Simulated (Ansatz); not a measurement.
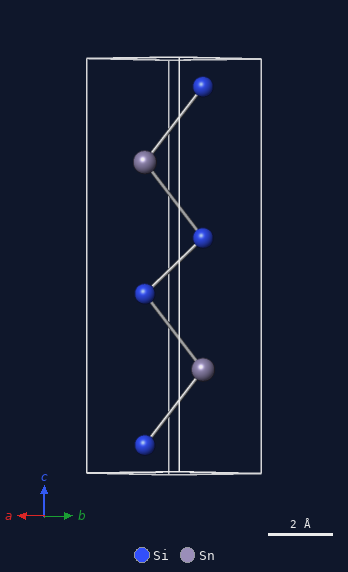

This is the input geometry for a relaxation of solid Si$_{2}$Sn (a generated structure, set up in P6_3/mmc) (coarse preliminary run). Style: ball-and-stick. Shown: the cell of the calculation, from a free direction.

All numbers below come from DFT PBE, scalar-relativistic, plane waves, PAW in Ansatz.

Input file:
```yaml
crystal:
  lattice:
    - [3.209772671, 0.0, 0.0]
    - [-1.6048863355, 2.7797446735, 0.0]
    - [0.0, 0.0, 13.1400037118]
  atoms:
    - { symbol: Si, position: [0.3333333333, 0.6666666667, 0.9325048088] }
    - { symbol: Si, position: [0.3333333333, 0.6666666667, 0.5674951912] }
    - { symbol: Si, position: [0.6666666667, 0.3333333333, 0.0674951912] }
    - { symbol: Si, position: [0.6666666667, 0.3333333333, 0.4325048088] }
    - { symbol: Sn, position: [0.3333333333, 0.6666666667, 0.25] }
    - { symbol: Sn, position: [0.6666666667, 0.3333333333, 0.75] }
basis:
  ecutwfc: 420
kpoints:
  mp_grid: { grid: [6, 6, 2] }
hamiltonian:
  xc: pbe
scf:
  occupations: { method: gaussian, width: 0.1 }
  lower_state_search: "off"
output:
  forces: true
  stress: true
  eigenvalues: true
relax:
  adjacent_minimum: "off"
  f_tol: 0.04
  max_steps: 70
  cell: { stress_tol: 0.4 }
```

Run as
```bash
ansatz run input.yaml --threads 1 --pin off --max-ram 2560MiB --backend cpu --events-out ev --progress --plain --runs-dir out
```

What does the optimiser find from here?

Answer. After 5 accepted moves (8 points after the start) the energy has fallen by 32.1 meV per atom. Largest force component: 0.23 eV/Å at the start, 0.018 eV/Å at the end. The pressure goes from 1.23 to 0.07 GPa. The line search rejected the trial step at point 4 of the run. At 2 points the geometry stayed and the basis and grid were re-selected for the new cell (energy shift of 0.4 meV per atom at most each time). The largest moves relative to the cell, 0.087 Å, are those of Si1, Si2, Si3 and Si4. Si1 goes along +c. Sn stays in place. The drawn cell changes as follows: a = b 3.210 → 3.120 Å (−2.8 %), c 13.140 → 14.229 Å (+8.3 %); the volume changes by +2.3 %. Near-neighbour distances that change, for instance: Si1–Sn6 3.031 → 3.232 Å, Sn5–Sn5 3.210 → 3.120 Å, Si1–Si3 2.565 → 2.509 Å. The space group stays P6_3/mmc (No. 194). The run took 28 s on 1 thread of Arm Neoverse V1 (shared host), peak memory 0.38 GiB.

Step by step:

| step | E − E(0), meV/atom | largest force component, eV/Å | pressure, GPa | volume, Å³/atom | note |
| --- | --- | --- | --- | --- | --- |
| 0 | 0.00 | 0.2348 | 1.23 | 19.540 |  |
| 1 | -7.08 | 0.0540 | -0.93 | 20.210 |  |
| 2 | -18.94 | 0.0134 | -1.48 | 20.446 |  |
| 3 | -27.77 | 0.0256 | -1.37 | 20.515 |  |
| 4 | -19.87 | 0.1455 | 0.31 | 20.209 | rejected |
| 5 | -31.61 | 0.0130 | -0.30 | 20.096 |  |
| 6 | -31.98 | 0.0131 | -0.29 | 20.096 | same geometry, new basis |
| 7 | -32.12 | 0.0179 | 0.07 | 19.992 |  |
| 8 | -32.09 | 0.0179 | 0.07 | 19.992 | same geometry, new basis |

The structure at the end:

```
CELL_PARAMETERS angstrom
3.11999 0.00000 0.00000
-1.56000 2.70199 0.00000
0.00000 0.00000 14.22855
ATOMIC_POSITIONS crystal
Si 0.33333 0.66667 0.93862
Si 0.33333 0.66667 0.56138
Si 0.66667 0.33333 0.06138
Si 0.66667 0.33333 0.43862
Sn 0.33333 0.66667 0.25000
Sn 0.66667 0.33333 0.75000
```

The end point in the same view:

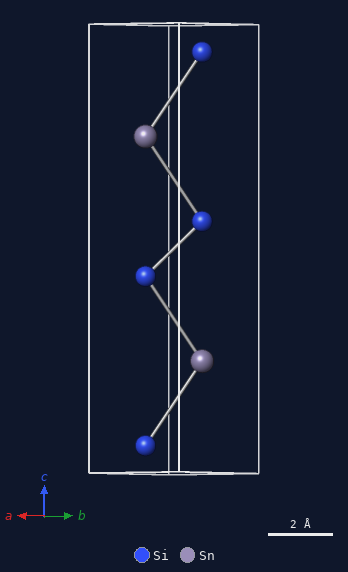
